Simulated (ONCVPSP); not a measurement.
Tm: pseudopotential generation

Thulium (Tm, Z = 69), core [Kr] 4d10 4f13, reference valence 5s2 5p6 6s2, valence charge 10. Computed at this level: ONCV potential, PBE, scalar-relativistic, made with ONCVPSP 4.0.1.

### Summary

- outcome: generated, with a ghost state
- cutoffs needed: 19 Ha and 22 Ha (the cutoffs at which the residual kinetic energy of the hardest occupied pseudo-wave falls to 1 and 0.1 mHa per electron)
- ghost test: GHOST(-) flagged for d at -148.9 eV; no localised positive-energy state flagged (flags above 300 eV left out)
- largest excitation error: -27 meV (all-electron minus pseudo) for 5s2 5p6 6s0, out of 4 test configurations
- rms error of d²Exc/dni dnj: 8.39 mHa without and 0.78 mHa with the model core
- range over which the phases arctan(r R′/R) at the test radius agree within 0.05 rad (a looser test near the poles than one of phase shifts): s: over the whole range computed; p: over the whole range computed; d: over the whole range computed; f: not judged, local potential alone
- hardware: 1 CPU thread, shared host
- wall time: 9.8 s

### Notes

The potential has a bound ghost state, so it can't be used as it stands. Warnings of the program, in the generation or the tests: wellstate: moderately localized bound state found for n= 5 l= 2; wellstate: negative energy specified for n= 6 l= 1. The open f shell is frozen into the core, so the potential fits one valence alone and carries no f magnetism.

### Input file
```
# ATOM AND REFERENCE CONFIGURATION
# atsym  z   nc   nv     iexc    psfile
  Tm 69.00   10    3        4      upf
#
#   n    l    f
    1    0    2.00
    2    0    2.00
    2    1    6.00
    3    0    2.00
    3    1    6.00
    3    2   10.00
    4    0    2.00
    4    1    6.00
    4    2   10.00
    4    3   13.00
    5    0    2.00
    5    1    6.00
    6    0    2.00
#
# PSEUDOPOTENTIAL AND OPTIMIZATION
# lmax
    2
#
#   l,   rc,      ep,       ncon, nbas, qcut
    0    1.80    0.00    4    7    7.50
    1    2.20    0.00    3    7    5.60
    2    1.85    0.43    5    8    5.00
#
# LOCAL POTENTIAL
# lloc, lpopt,  rc(5),   dvloc0
    4    2    1.25    6.00
#
# VANDERBILT-KLEINMAN-BYLANDER PROJECTORs
# l, nproj, debl
    0    2    2.70
    1    3    0.60
    2    3    0.70
#
# MODEL CORE CHARGE
# icmod, fcfact, rcfact
    3    3.00    1.65
#
# LOG DERIVATIVE ANALYSIS
# epsh1, epsh2, depsh
   -3.00    5.00    0.02
#
# OUTPUT GRID
# rlmax, drl
    6.00    0.01
#
# TEST CONFIGURATIONS
# ncnf
    4
# nvcnf
#   n    l    f
    3
    5    0    2.00
    5    1    6.00
    6    0    1.00
#
    3
    5    0    2.00
    5    1    6.00
    6    0    0.00
#
    3
    5    0    2.00
    5    1    6.00
    6    0    1.50
#
    4
    5    0    2.00
    5    1    6.00
    6    0    1.00
    6    1    1.00
#
```

Run as:
```bash
oncvpsp.x < Tm.dat > Tm.out
```

### The program's output (extracts)
```
ONCVPSP  (Optimized Norm-Conservinng Vanderbilt PSeudopotential)
scalar-relativistic version 4.0.1

#   n    l    f        energy (Ha)
    1    0    2.00    -2.1789361E+03
    2    0    2.00    -3.6761629E+02
    2    1    6.00    -3.2454971E+02
    3    0    2.00    -8.2619783E+01
    3    1    6.00    -6.9581215E+01
    3    2   10.00    -5.3496405E+01
    4    0    2.00    -1.6274944E+01
    4    1    6.00    -1.1991599E+01
    4    2   10.00    -6.3064426E+00
    4    3   13.00    -1.1362534E-01
    5    0    2.00    -1.9615323E+00
    5    1    6.00    -9.8861819E-01
    6    0    2.00    -1.4239114E-01

Reference configufation results
  iterations    39
  all-electron total energy (Ha)   -1.35674707D+04

Begin loop to  construct optimized pseudo wave functions
and semi-local pseudopoentials for all angular momenta

Calculating optimized projector #   1

 for l=   0

    Fraction of norm inside rc  0.906823
    Optimizing pswf for qcut=   7.50 a_B^-1,  ecut=  28.14 Ha
    Residual kinetic energy error=  4.14D-07 Ha

    Energy error per electron        Cutoff
         Ha          eV             Ha
         0.01000     0.27211       14.28
         0.00100     0.02721       18.58
         0.00010     0.00272       21.80
         0.00001     0.00027       24.70

Calculating optimized projector #   2

 for l=   0

    Fraction of norm inside rc  0.036710
    Optimizing pswf for qcut=   7.50 a_B^-1,  ecut=  28.14 Ha
    Residual kinetic energy error=  1.72D-07 Ha

    Energy error per electron        Cutoff
         Ha          eV             Ha
         0.01000     0.27211       10.03
         0.00100     0.02721       15.76
         0.00010     0.00272       20.15
         0.00001     0.00027       23.47

WARNING wellstate: negative energy specified for n= 6 l=  1
WARNING scattering state with energy  0.25000000
WARNING will be used for the first projector

   Wellstate for l =  1  n =  6
     eigenvalue =   0.2500
     asymptotic potential =   0.7500
     half-point radius =  4.1466

   Wellstate for l =  1  n =  7
     eigenvalue =   0.8500
     asymptotic potential =   1.3500
     half-point radius =  5.3049

Calculating optimized projector #   1

 for l=   1

    Fraction of norm inside rc  0.906378
    Optimizing pswf for qcut=   5.61 a_B^-1,  ecut=  15.73 Ha
    Residual kinetic energy error=  1.82D-07 Ha

    Energy error per electron        Cutoff
         Ha          eV             Ha
         0.01000     0.27211        6.64
         0.00100     0.02721        8.76
         0.00010     0.00272       10.62
         0.00001     0.00027       12.12

Calculating optimized projector #   2

 for l=   1

    Fraction of norm inside rc  0.112924
    Optimizing pswf for qcut=   5.61 a_B^-1,  ecut=  15.73 Ha
    Residual kinetic energy error=  1.19D-06 Ha

    Energy error per electron        Cutoff
         Ha          eV             Ha
         0.01000     0.27211        5.70
         0.00100     0.02721        7.75
         0.00010     0.00272        9.24
         0.00001     0.00027       11.39

Calculating optimized projector #   3

 for l=   1

    Fraction of norm inside rc  0.100953
    Optimizing pswf for qcut=   5.61 a_B^-1,  ecut=  15.73 Ha
    Residual kinetic energy error=  2.75D-06 Ha

    Energy error per electron        Cutoff
         Ha          eV             Ha
         0.01000     0.27211        5.80
         0.00100     0.02721        7.75
         0.00010     0.00272        9.26
         0.00001     0.00027       13.19

WARNING wellstate: moderately localized bound state found for n= 5 l=  2
WARNING scattering state with energy  0.05000000
WARNING will be used for the first projector

   Wellstate for l =  2  n =  5
     eigenvalue =   0.0500
     asymptotic potential =   0.5500
     half-point radius =  4.0421

   Wellstate for l =  2  n =  6
     eigenvalue =   0.7500
     asymptotic potential =   1.2500
     half-point radius =  4.4499

   Wellstate for l =  2  n =  7
     eigenvalue =   1.4500
     asymptotic potential =   1.9500
     half-point radius =  5.0232

Calculating optimized projector #   1

 for l=   2

    Fraction of norm inside rc  0.345693
    Optimizing pswf for qcut=   5.00 a_B^-1,  ecut=  12.52 Ha
    Residual kinetic energy error=  8.38D-05 Ha

    Energy error per electron        Cutoff
         Ha          eV             Ha
         0.01000     0.27211        7.25
         0.00100     0.02721       10.01
         0.00010     0.00272       12.33
         0.00001     0.00027       30.28

Calculating optimized projector #   2

 for l=   2

    Fraction of norm inside rc  0.198390
    Optimizing pswf for qcut=   5.00 a_B^-1,  ecut=  12.52 Ha
    Residual kinetic energy error=  1.18D-04 Ha

    Energy error per electron        Cutoff
         Ha          eV             Ha
         0.01000     0.27211        7.64
         0.00100     0.02721       10.36
         0.00010     0.00272       12.74
         0.00001     0.00027       40.45

Calculating optimized projector #   3

 for l=   2

    Fraction of norm inside rc  0.114939
    Optimizing pswf for qcut=   5.00 a_B^-1,  ecut=  12.52 Ha
    Residual kinetic energy error=  2.08D-04 Ha

    Energy error per electron        Cutoff
         Ha          eV             Ha
         0.01000     0.27211        8.06
         0.00100     0.02721       10.74
         0.00010     0.00272       13.80
         0.00001     0.00027       35.12

Construct Vanderbilt / Kleinmman-Bylander projectors

B matrix Hermiticity error, ll=   0
   1   2    1.5937E-04

  Orthonormal projector coefficients  6.8725E+00 -1.2744E+00

B matrix Hermiticity error, ll=   1
   1   2    1.2942E-04
   1   3   -1.7048E-04
   2   3    2.8671E-05

  Orthonormal projector coefficients  1.7674E+00 -1.2602E+00  6.0736E-01

B matrix Hermiticity error, ll=   2
   1   2    5.2237E-05
   1   3   -9.2546E-05
   2   3    4.1848E-05

  Orthonormal projector coefficients -5.4142E+01  6.4703E+00  3.5450E-01

Model core correction analysis
  based on d2Exc/dn_idn_j

d2excae - all-electron derivatives

   -2.614099D-02   -2.264826D-02   -1.373691D-03
   -2.264820D-02   -2.335342D-02   -2.697725D-03
   -1.373294D-03   -2.696728D-03   -2.762024D-02

d2excps - pseudofunction derivatives with no core correction

   -4.304255D-02   -3.436194D-02   -2.403145D-03
   -3.436307D-02   -3.157950D-02   -3.621961D-03
   -2.402720D-03   -3.620715D-03   -2.920116D-02

rms 2nd derivative error    8.393825E-03

rmatch, rhocmatch    1.1243    5.3924

Teter function model core charge with specified parameters

d2excps - pseudofunction derivatives with core correction

   -2.649295D-02   -2.203006D-02   -1.653272D-03
   -2.203012D-02   -2.133367D-02   -2.937042D-03
   -1.652912D-03   -2.936230D-03   -2.816871D-02

rms 2nd derivative error    7.845224E-04

Pseudoatom total energy  -35.158151

Diagnostic tests using Vanderbilt-Kleinman-Bylander pseudopotentials
  1 or more projectors used as specified by nproj input data

   l    rcore       rmatch      e in        delta e   norm test  slope test

   0   1.8035445   1.8583040  -1.9615323   0.0000001   1.0001713   1.0001700
   0   1.8035445   1.8583040  -0.1423911   0.0000021   1.0000344   1.0000307

   1   2.2103356   2.2774462  -0.9886182   0.0000021   1.0001172   1.0001217
   1   2.2103356   2.2774462   0.2500000   0.0000214   1.0002006   1.0002006
   1   2.2103356   2.2774462   0.8500000   0.0000374   1.0001924   1.0001924

   2   1.8583040   1.9147262   0.0500000   0.0000101   1.0001100   1.0001100
   2   1.8583040   1.9147262   0.7500000   0.0000107   1.0001673   1.0001673
   2   1.8583040   1.9147262   1.4500000   0.0000081   1.0002288   1.0002288

 Testing for bound ghosts
   n   l    E NL Schr. Eq   E Basis Diag.   E Cutoff

   1   0       -1.961532       -1.961487     58.35
   2   0       -0.142389       -0.061629     58.35

   2   1       -0.988616       -0.988587     62.22

       2                       -5.472993    127.96  WARNING - GHOST(-)
   3   2       -0.028989        0.010852    127.96

 Testing for highly-localized positive-energy ghosts
       l    <radius>/rc     E Basis Diag.   E Cutoff

       2        0.536086       48.679199    127.96  WARNING - GHOST(+)

Test configuration 0

   n   l     f        eae           eps        diff
   1   0  2.0000-2178.93609947
   2   0  2.0000 -367.61628985
   2   1  6.0000 -324.54971349
   3   0  2.0000  -82.61978265
   3   1  6.0000  -69.58121505
   3   2 10.0000  -53.49640534
   4   0  2.0000  -16.27494387
   4   1  6.0000  -11.99159863
   4   2 10.0000   -6.30644257
   4   3 13.0000   -0.11362534
   5   0  2.0000   -1.96153229   -1.96153222    7.60D-08
   5   1  6.0000   -0.98861819   -0.98861604    2.15D-06
   6   0  2.0000   -0.14239114   -0.14238901    2.13D-06

    Total energies and differences
      AE_ref= -1.35674707D+04  AE_tst= -1.35674707D+04  dif=  0.00D+00
      PS_ref= -3.51581508D+01  PS_tst= -3.51581508D+01  dif=  4.26D-14
      PSP excitation error= -4.26D-14

Test configuration 1

   n   l     f        eae           eps        diff
   1   0  2.0000-2179.18145025
   2   0  2.0000 -367.86067234
   2   1  6.0000 -324.79423569
   3   0  2.0000  -82.86282491
   3   1  6.0000  -69.82428369
   3   2 10.0000  -53.73959894
   4   0  2.0000  -16.51851293
   4   1  6.0000  -12.23538089
   4   2 10.0000   -6.55051365
   4   3 13.0000   -0.35825179
   5   0  2.0000   -2.20891240   -2.21719109   -8.28D-03
   5   1  6.0000   -1.23549232   -1.24235816   -6.87D-03
   6   0  1.0000   -0.33684283   -0.33775468   -9.12D-04

    Total energies and differences
      AE_ref= -1.35674707D+04  AE_tst= -1.35672322D+04  dif=  2.38D-01
      PS_ref= -3.51581508D+01  PS_tst= -3.49203624D+01  dif=  2.38D-01
      PSP excitation error=  6.30D-04

Test configuration 2

   n   l     f        eae           eps        diff
   1   0  2.0000-2179.47041479
   2   0  2.0000 -368.14770883
   2   1  6.0000 -325.08147354
   3   0  2.0000  -83.14768073
   3   1  6.0000  -70.10917674
   3   2 10.0000  -54.02468626
   4   0  2.0000  -16.80419009
   4   1  6.0000  -12.52137679
   4   2 10.0000   -6.83692581
   4   3 13.0000   -0.64510349
   5   0  2.0000   -2.49923713   -2.52028440   -2.10D-02
   5   1  6.0000   -1.52370586   -1.54124767   -1.75D-02

    Total energies and differences
      AE_ref= -1.35674707D+04  AE_tst= -1.35667874D+04  dif=  6.83D-01
      PS_ref= -3.51581508D+01  PS_tst= -3.44738315D+01  dif=  6.84D-01
      PSP excitation error= -1.01D-03

Test configuration 3

   n   l     f        eae           eps        diff
   1   0  2.0000-2179.05270939
   2   0  2.0000 -367.73255009
   2   1  6.0000 -324.66603619
   3   0  2.0000  -82.73548082
   3   1  6.0000  -69.69692518
   3   2 10.0000  -53.61216943
   4   0  2.0000  -16.39087114
   4   1  6.0000  -12.10761913
   4   2 10.0000   -6.42259096
   4   3 13.0000   -0.23005259
   5   0  2.0000   -2.07921271   -2.08282219   -3.61D-03
   5   1  6.0000   -1.10618999   -1.10917277   -2.98D-03
   6   0  1.5000   -0.23628491   -0.23666197   -3.77D-04

    Total energies and differences
      AE_ref= -1.35674707D+04  AE_tst= -1.35673756D+04  dif=  9.51D-02
      PS_ref= -3.51581508D+01  PS_tst= -3.50637025D+01  dif=  9.44D-02
      PSP excitation error=  6.14D-04

Test configuration 4

   n   l     f        eae           eps        diff
   1   0  2.0000-2178.99299843
   2   0  2.0000 -367.67268179
   2   1  6.0000 -324.60615886
   3   0  2.0000  -82.67544553
   3   1  6.0000  -69.63688987
   3   2 10.0000  -53.55215788
   4   0  2.0000  -16.33100677
   4   1  6.0000  -12.04779480
   4   2 10.0000   -6.36282246
   4   3 13.0000   -0.17040928
   5   0  2.0000   -2.02040630   -2.02538277   -4.98D-03
   5   1  6.0000   -1.04699355   -1.05104921   -4.06D-03
   6   0  1.0000   -0.17456325   -0.17523449   -6.71D-04
   6   1  1.0000   -0.06584530   -0.06612934   -2.84D-04

    Total energies and differences
      AE_ref= -1.35674707D+04  AE_tst= -1.35673650D+04  dif=  1.06D-01
      PS_ref= -3.51581508D+01  PS_tst= -3.50529453D+01  dif=  1.05D-01
      PSP excitation error=  4.17D-04
```

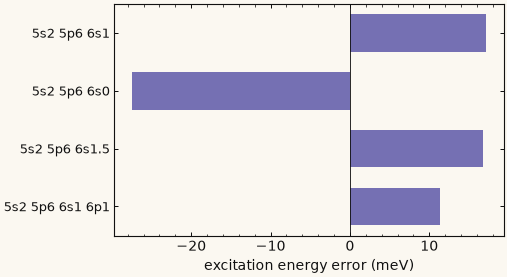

Fig. 1: Errors, all-electron minus pseudo, of the energies of valence configurations relative to the unpolarised reference 5s2 5p6 6s2.

- Worst configuration: 5s2 5p6 6s0 (charge +2): the error is -27 meV on an all-electron energy of +18.59 eV relative to the reference, or 0.15 %.
- Errors in meV: 5s2 5p6 6s1: +17; 5s2 5p6 6s0: -27; 5s2 5p6 6s1.5: +17; 5s2 5p6 6s1 6p1: +11.
- Configurations within 10 meV and within 50 meV: 0 and 4 of 4. The potential isn't sound: its ghost test gives GHOST(-) flagged for d at -148.9 eV; no localised positive-energy state flagged (flags above 300 eV left out).

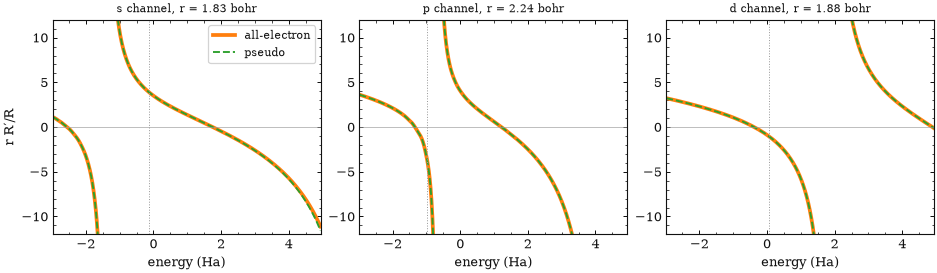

Fig. 2: Logarithmic derivatives r R′/R at the test radius against energy, all-electron atom (solid) and pseudo-atom (dashed). Here R(r) is the radial function. The dotted line marks the reference energy of the channel. Not drawn: f: not judged.

- Ghost states: the plot shows none: pseudo and all-electron curves have the same branches in all channels drawn. The separate test gives: GHOST(-) flagged for d at -148.9 eV; no localised positive-energy state flagged (flags above 300 eV left out). The bound ghosts lie below the range of the plot.
- Zeros of the logarithmic derivative: s: all-electron -2.6 and 1.8 Ha, pseudo -2.6 and 1.8 Ha; p: all-electron -1.3 and 1.2 Ha, pseudo -1.3 and 1.2 Ha; d: all-electron -0.4 and 4.9 Ha, pseudo -0.4 and 4.9 Ha.

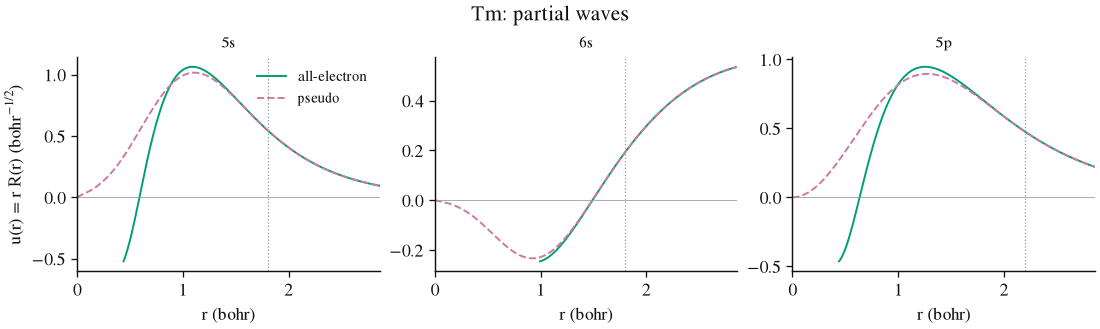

Fig. 3: Pseudo-waves (dashed) against the all-electron radial functions (solid). Dotted lines mark the matching radii. The innermost oscillations of some all-electron curves aren't drawn. Pseudo-waves: 5s has no node; 6s has a node at about 1.5 bohr; 5p has no node. A node in 6s is expected, since a lower shell of the same l is also in the valence and the two must stay orthogonal.
